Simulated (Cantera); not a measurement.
Charge: 1 mol CH3SiH3, 0.04 mol HCl, 870 mol H2, held at 1.13 Torr.

These are equilibrium values from Cantera (NASA tables, ideal gas, pure condensed phases), not measurements of a reactor. Candidate condensed phases: C, C6H6, C7H8, C8H18, Si, SiC; 109 gas species. The feed counts by its element totals alone. Kinetics and transport are ignored.

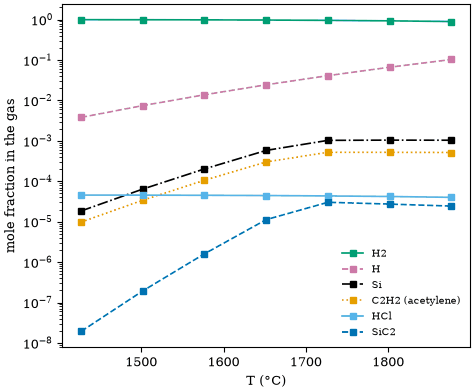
*Equilibrium gas composition (values under 1e-9 drawn at 1e-9)*

Q: Read off the mole fractions at 1652 °C.

A: H2 about 0.97, H about 0.024, Si about 0.00058, C2H2 (acetylene) about 0.00030, HCl about 4.4e-5, SiC2 about 1.1e-5.
